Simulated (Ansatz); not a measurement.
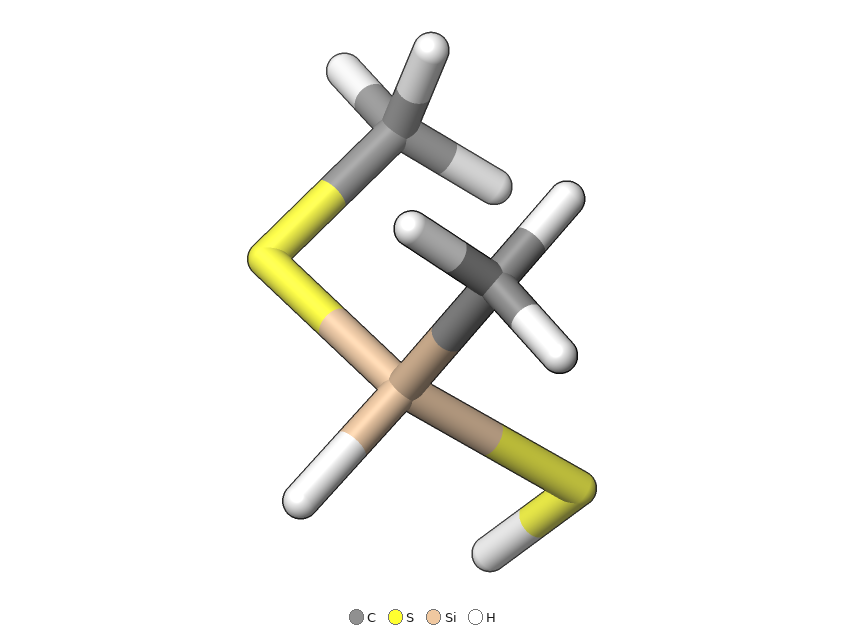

The computed structure is the end point of a PBE0-D4/def2-TZVP optimisation. Program: Ansatz 0.2.0.

At this fixed geometry, give HOMO–LUMO gap (eV) at these levels: B97M-V/def2-TZVPP; BHLYP-D4/def2-TZVPP; HSE06 (plane-wave form)-D4/def2-TZVPP; PBE-D4/def2-TZVPP; PBE0-D4/def2-QZVPP; r2SCAN0-D4/def2-TZVPP; ωB97M-V/def2-QZVPP; ωB97X-V/def2-TZVPP.

```tsv
level	HOMO–LUMO gap (eV)
B97M-V/def2-TZVPP	5.58
BHLYP-D4/def2-TZVPP	9.15
HSE06 (plane-wave form)-D4/def2-TZVPP	6.33
PBE-D4/def2-TZVPP	4.98
PBE0-D4/def2-QZVPP	6.96
r2SCAN0-D4/def2-TZVPP	7.45
ωB97M-V/def2-QZVPP	10.55
ωB97X-V/def2-TZVPP	11.56
```
